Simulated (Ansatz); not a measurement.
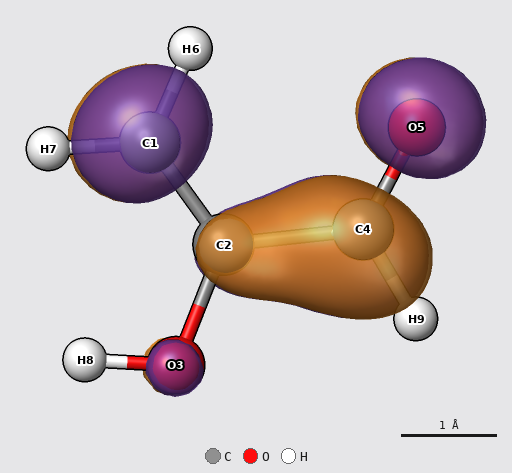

Figure. C$_{3}$H$_{4}$O$_{2}$ (SMILES C=C(O)C=O). The LUMO at ±0.15 Å⁻³ᐟ² (orange and purple are the two phases), seen across its widest extent.

Not at a stationary point (largest force 1.5 eV/Å).

Theory: SCF B3LYP, Gaussian basis in Ansatz.

```xyz
9

C    -0.8668   -0.6303    0.5132
C    -0.0475    0.2472   -0.0785
O    -0.4495    1.5172   -0.4313
C     1.3632   -0.1429   -0.3782
O     1.8398   -1.2406   -0.1141
H    -0.5183   -1.6258    0.7792
H    -1.8969   -0.3942    0.7505
H    -1.3821    1.6221   -0.1753
H     1.9581    0.6473   -0.8657
```

Question: Where does this orbital lie, and at what energy?

Answer: Its weight (Hirshfeld) is mainly on C4 (about 30 %), O5 (about 25 %), C1 (about 20 %) and C2 (about 15 %); it changes sign across the molecular plane (π type); π-bonding across C2–C4; π-antibonding (a node) across C1–C2 and C4–O5. Its energy is −2.04 eV.
